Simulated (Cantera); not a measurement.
Input: 1 mol FeS2, 250 mol H2, 0.16 mol H2O, equilibrated at 1.00 Torr.

These are equilibrium values from Cantera (NASA tables, ideal gas, pure condensed phases), not measurements of a reactor. Candidate condensed phases: Fe, FeO, Fe(OH)2, Fe(OH)3, FeS, FeSO4, FeS2, Fe2O3, Fe2(SO4)3, Fe3O4, H2O, H2SO4, S; 22 gas species. Mutual solubility and eutectic melting of coexisting phases are not modelled. FeS: taken at fixed stoichiometry. Gases not in the tables: S3 to S7. Kinetics and transport are ignored.

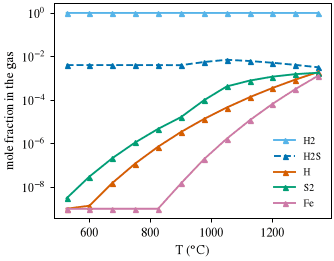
Figure. Equilibrium gas composition (values under 1e-9 drawn at 1e-9)

From 527 °C to 902 °C the condensed part is FeS(s). At 977 °C the condensed part is Fe(γ) + FeS(s). From 1052 °C to 1352 °C the condensed part is Fe(γ).
